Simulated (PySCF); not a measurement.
CH$_{3}$OSi (SMILES O=C[SiH2]) (doublet)

```yaml
atoms:
  - { symbol: O, position_ang: [-1.6445, -1.0250, -0.2034] }
  - { symbol: C, position_ang: [-0.9711, -0.0200, 0.0176] }
  - { symbol: Si, position_ang: [0.8741, 0.0142, -0.0256] }
  - { symbol: H, position_ang: [-1.4830, 0.9340, 0.2602] }
  - { symbol: H, position_ang: [1.5637, 1.2594, 0.2595] }
  - { symbol: H, position_ang: [1.6640, -1.1606, -0.3299] }
```

Geometry: GFN2-xTB.

Computed with PySCF, UKS B3LYP, pcH-1 on C H O Si, non-relativistic, mean-field spin-orbit, GIAO.

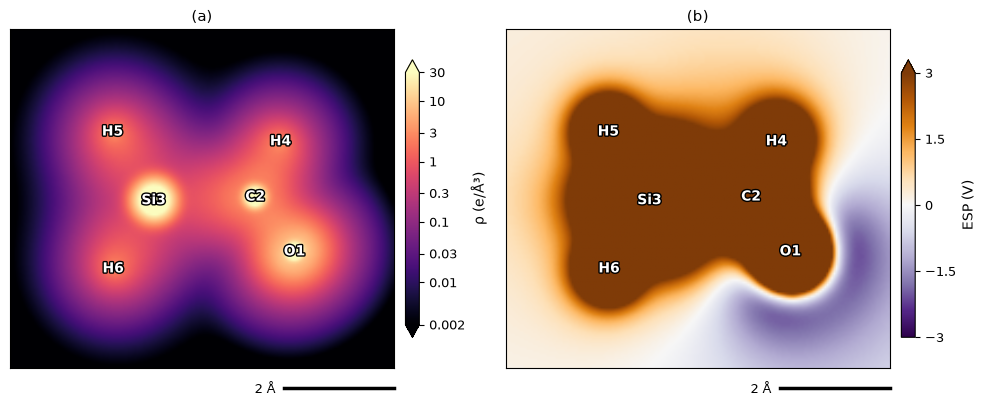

Figure 1. (a) electron density; (b) molecular electrostatic potential on the molecular plane.

Read the bonding off the picture.

The section cuts through O, C, Si and H sites.
C–O (1.23 Å): the density is about 3.1 e/Å³ at the midpoint.
C–Si (1.85 Å): ρ is about 1 e/Å³ halfway.
C–H (1.11 Å): ρ at the midpoint is about 2 e/Å³.
Si–H (1.45 Å): ρ at the midpoint is about 0.84 e/Å³.
Outside the dense part of the molecule the potential is most negative (−2.0 V) near O1.

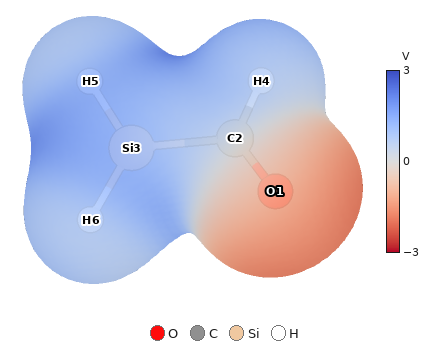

Figure 2. The molecular electrostatic potential painted on the density surface at 0.004 e/bohr³, seen at a tilt; the colour scale runs from red (negative) to blue (positive).

Where is the surface potential most negative and most positive?

The most negative region (about −1.8 V) lies over O1, the most positive (about +2.2 V) over Si3. O1 is the likeliest acceptor of a hydrogen bond.
